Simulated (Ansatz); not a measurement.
All values below come from PBE (plane waves to 420 eV, PAW; Ansatz, a first-principles code).

Host crystal: wurtzite GaN, with a band gap (PBE, scalar-relativistic without spin-orbit coupling).

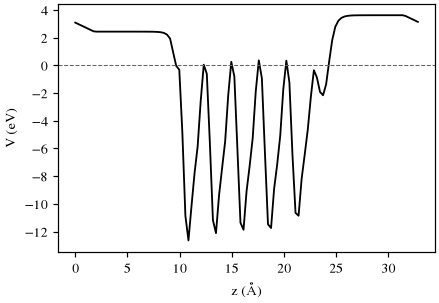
Fig. 1. Plane-averaged electrostatic potential energy along the normal, in eV from the highest filled level, for Cu on the (0001) surface of wurtzite GaN (2x2 Ga adatom at T4; a constructed slab, bottom: 3 H on 4 bottom sites), one in a cell of 36 Å², started at the site 'hollow Ga-Ga-Ga'

Slab: 45 atoms, 13.9 Å thick at the start with caps and adatoms under the adsorbate (thin: gaps and levels are the slab's own); k 4x4x1, smearing 0.01 eV, dipole-corrected; 23 atoms held, the rest relaxed; held to the start's symmetry, so lower structures may exist; spin-polarised, no spin-orbit, no U, no dispersion correction. The starting moment vanished. At the end it is bonded to 3 Ga. In PBE it is, or lies within 0.03 eV of, the lowest of the starts that converged.

**Question.** The surface cell has an area of 35.88 Å². What dipole along the normal does the step between the two vacuum levels imply?

**Answer.** the top vacuum level lies 1.19 eV above the bottom one; p = −ε₀ A ΔV (ε₀ = 0.005526 e/(V·Å)) gives -0.24 e·Å a cell.
